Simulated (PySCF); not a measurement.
# Excited-state calculation of C4H8FPSi

System: C4H8FPSi, SMILES C[SiH](C)P1C=C1F.
Method: TDDFT wB97X-D/def2-SVPD, vertical, IEF-PCM chloroform (non-equilibrium linear response), core orbitals frozen in the response (PySCF 2.14.0).

The geometry comes from this level: PBE0-D3(BJ)/def2-SVP. It belongs to a series of runs on one base structure; here: solvent chloroform.

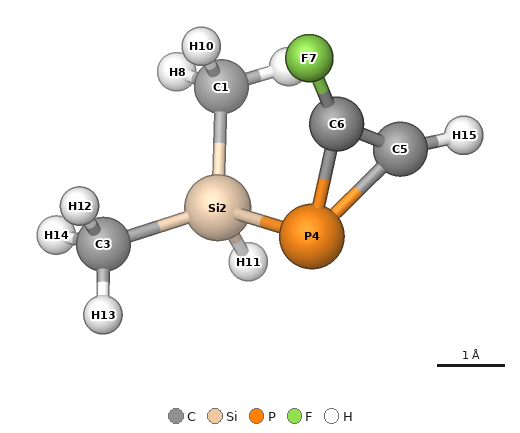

Figure 1. The input geometry (ball-and-stick view, seen at a tilt; atoms are numbered from 1 in the order of the input). Bond lengths as drawn: C–C 1.30 Å, C–F 1.31 Å, C–H 1.09 to 1.10 Å, C–P 1.82 to 1.90 Å, C–Si 1.88 Å, H–Si 1.50 Å and P–Si 2.31 Å.

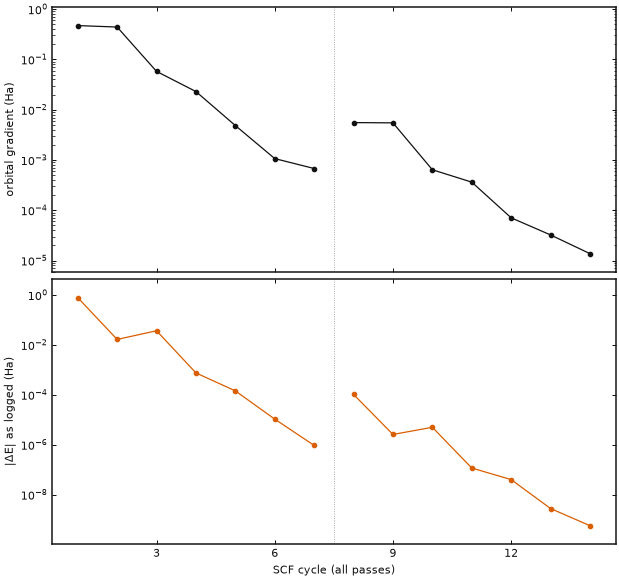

Figure 2. Convergence of the self-consistent field: orbital gradient and size of the energy change against the SCF cycle. The dotted line marks the change from a coarse to the final integration grid. The first 7 cycles use a coarse grid, the final grid takes over at cycle 8, and the field converges after 14 cycles in all.

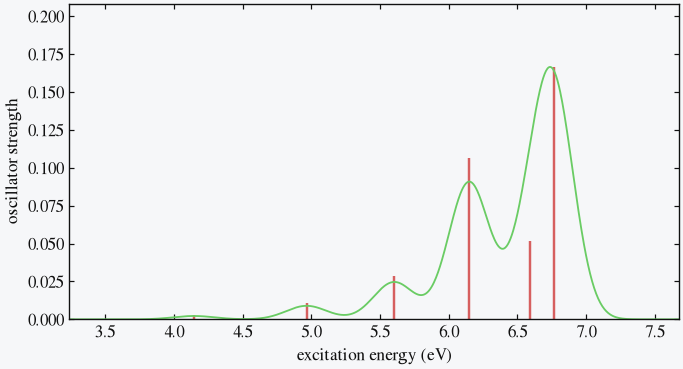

Figure 3. Computed excitations as sticks (degenerate states added up, dark ones marked on the axis), with a Gaussian envelope of 0.35 eV full width at half maximum, scaled to the tallest. Of the 6 states the lowest lies at 4.15 eV (f = 0.003); the strongest line is at 6.77 eV, or 183 nm (f = 0.167).

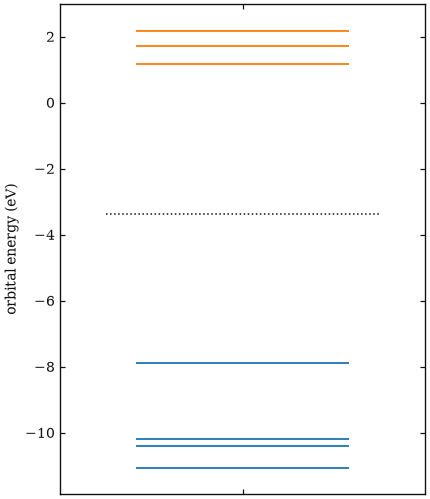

Figure 4. Orbital energies near the frontier; the dotted line parts filled from empty levels, and levels within 0.02 eV of each other stand side by side. Highest filled −7.90 eV, lowest empty 1.16 eV, 9.06 eV apart.

These pictures come from the run below.

The input
```
{"job": {"kind": "uv", "xc": "wB97X-D", "basis": "def2-SVPD", "solvent": "chloroform", "nstates": 6, "ntriplets": 0}, "charge": 0, "multiplicity": 1}
C     -0.545424     1.069421     0.982998
Si    -0.712099     0.066871    -0.599175
C     -1.795497    -1.454129    -0.358758
P      1.367296    -0.642222    -1.303915
C      2.493165     0.739681    -0.659248
C      2.360521    -0.246033     0.171444
F      2.741250    -0.677363     1.343338
H     -1.530264     1.414435     1.335216
H      0.091416     1.952533     0.821984
H     -0.086588     0.462928     1.779801
H     -1.296056     0.919793    -1.687542
H     -1.385256    -2.103903     0.430272
H     -1.857256    -2.044221    -1.286179
H     -2.819116    -1.168390    -0.069275
H      2.950115     1.693366    -0.908327
```

The first line tells a small driver script what to run in PySCF; the rest is the geometry in Å.

Run as:
```bash
OMP_NUM_THREADS=1 python <driver script> task.json out
```

The program's output
```
coarse grid: 13640 points
cycle   1  E = -887.2326626953  dE =  7.865e-01  |g| = 4.723e-01  |ddm| = 5.477e+00
cycle   2  E = -887.2492578139  dE = -1.660e-02  |g| = 4.416e-01  |ddm| = 1.091e+00
cycle   3  E = -887.2862121753  dE = -3.695e-02  |g| = 5.793e-02  |ddm| = 4.952e-01
cycle   4  E = -887.2869671253  dE = -7.550e-04  |g| = 2.301e-02  |ddm| = 1.234e-01
cycle   5  E = -887.2871110179  dE = -1.439e-04  |g| = 4.849e-03  |ddm| = 5.218e-02
cycle   6  E = -887.2871216489  dE = -1.063e-05  |g| = 1.068e-03  |ddm| = 1.816e-02
cycle   7  E = -887.2871225869  dE = -9.379e-07  |g| = 6.777e-04  |ddm| = 6.790e-03
final grid: 123264 points
cycle   8  E = -887.4024150117  dE = -1.038e-04  |g| = 5.553e-03  |ddm| = 1.283e-01
cycle   9  E = -887.4024175867  dE = -2.575e-06  |g| = 5.485e-03  |ddm| = 2.168e-02
cycle  10  E = -887.4024225882  dE = -5.001e-06  |g| = 6.402e-04  |ddm| = 5.604e-03
cycle  11  E = -887.4024227047  dE = -1.165e-07  |g| = 3.633e-04  |ddm| = 2.267e-03
cycle  12  E = -887.4024227446  dE = -3.994e-08  |g| = 7.085e-05  |ddm| = 8.877e-04
cycle  13  E = -887.4024227474  dE = -2.769e-09  |g| = 3.235e-05  |ddm| = 3.209e-04
cycle  14  E = -887.4024227480  dE = -5.689e-10  |g| = 1.374e-05  |ddm| = 1.629e-04
converged SCF energy = -887.4024227480

Static polarisability (au): isotropic 126.283, principal 112.417 122.523 143.908

Singlet excitations
state   eV       nm        f      main configurations
  1   4.1455    299.1   0.00262   H->L 0.95
  2   4.9656    249.7   0.01051   H->L+1 0.95
  3   5.6020    221.3   0.02892   H->L+2 0.72, H->L+3 0.17
  4   6.1474    201.7   0.10633   H->L+4 0.42, H->L+3 0.32, H->L+2 0.11
  5   6.5948    188.0   0.05137   H-1->L+1 0.24, H-1->L 0.21, H->L+4 0.20
  6   6.7655    183.3   0.16652   H->L+3 0.22, H-2->L 0.18, H->L+4 0.18
```

Key numbers

```tsv
quantity	value
outcome	converged
total energy	−887.402423 hartree
HOMO	−7.90 eV
LUMO	1.16 eV
dipole moment	1.87 D
mean polarisability	126.28 a.u.
lowest excitation	4.15 eV
hardware	1 CPU thread, shared host
wall time	41 s
peak memory	0.98 GiB
```
